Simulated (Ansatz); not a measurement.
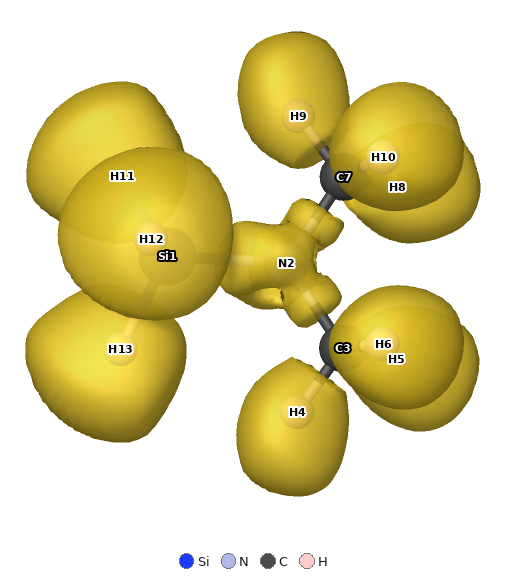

Figure. C2H9NSi. Isosurface of the electron localisation function at 0.75 (yellow), seen at a tilt. Only the valence region is drawn (cores and ρ < 0.01 e/Å³ removed).

All numbers below come from RKS B3LYP/6-31G* in Ansatz 0.2.0.

Input file:

```
crystal:
  periodic: [false, false, false]
  atoms:
    - { symbol: Si, position_ang: [0.0, 0.0, 0.0] }
    - { symbol: "N", position_ang: [0.0, 0.0, 1.82] }
    - { symbol: C, position_ang: [-1.2162, -0.3762, 2.555] }
    - { symbol: H, position_ang: [-1.8642, -0.9999, 1.9045] }
    - { symbol: H, position_ang: [-0.9378, -0.9533, 3.4614] }
    - { symbol: H, position_ang: [-1.7663, 0.5401, 2.8549] }
    - { symbol: C, position_ang: [1.2162, 0.3762, 2.555] }
    - { symbol: H, position_ang: [1.4641, -0.4163, 3.2916] }
    - { symbol: H, position_ang: [2.0585, 0.4943, 1.8418] }
    - { symbol: H, position_ang: [1.0457, 1.3351, 3.0874] }
    - { symbol: H, position_ang: [1.3768, 0.0, -0.4862] }
    - { symbol: H, position_ang: [-0.6877, 1.1914, -0.4862] }
    - { symbol: H, position_ang: [-0.6877, -1.1914, -0.4862] }
basis:
  gaussian: { orbitals: "6-31G*" }
hamiltonian:
  xc: b3lyp
relax:
  f_tol: 0.02
  max_steps: 40
output:
  orbitals: {}
```

Launched as:

```sh
ansatz run input.yaml --threads 1 --pin off --max-ram 2048MiB --backend cpu --events-out ev --progress --plain --runs-dir out
```

The fields are those of the run's last geometry, not of the input's.

Q: What do the ELF domains correspond to?

A: The ELF exceeds this value in nine regions around hydrogen nuclei and one region on N in which the atom's valence shell and bonds are merged. Profiles from the grid: C–N (1.46 Å): the ELF peaks at about 0.90 between the atoms: localised, covalent bonding. Si–N (1.74 Å): the ELF peaks at about 0.90 between the atoms, as expected for a polar covalent bond.
